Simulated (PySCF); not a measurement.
SMILES C(CCC)[Si](Cl)(Cl)Cl (C4H9Cl3Si) at its GFN2-xTB optimised geometry (Å):

```
17

C      2.0443    -2.1491     0.0013
C      1.4826    -0.7329     0.0000
C     -0.0443    -0.7329     0.0000
C     -0.6090     0.6914     0.0000
Si    -2.5134     0.7634     0.0060
Cl    -3.2497    -0.1272    -1.6539
Cl    -3.1313     2.6918     0.0458
Cl    -3.2409    -0.1916     1.6336
H      1.7091    -2.6912     0.8826
H      3.1313    -2.1294     0.0031
H      1.7119    -2.6918    -0.8806
H      1.8436    -0.1984     0.8816
H      1.8439    -0.1996    -0.8822
H     -0.4031    -1.2686    -0.8809
H     -0.4027    -1.2683     0.8812
H     -0.2245     1.2194    -0.8754
H     -0.2190     1.2214     0.8718
```

Calculation: PySCF 2.14.0 with CAM-B3LYP/def2-SVP.

Map of the electrostatic potential (hartree/e), clipped to [-0.08, 0.12] on the plane z = 0.6 Å:

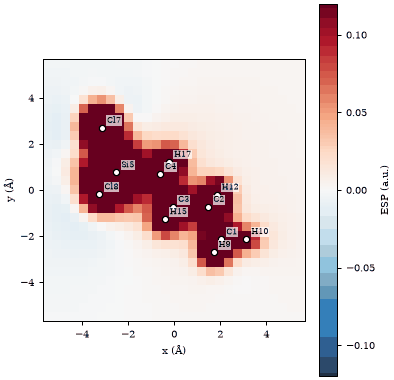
Electrostatic potential (hartree/e), clipped to [-0.08, 0.12] on the plane z = 0.6 Å.
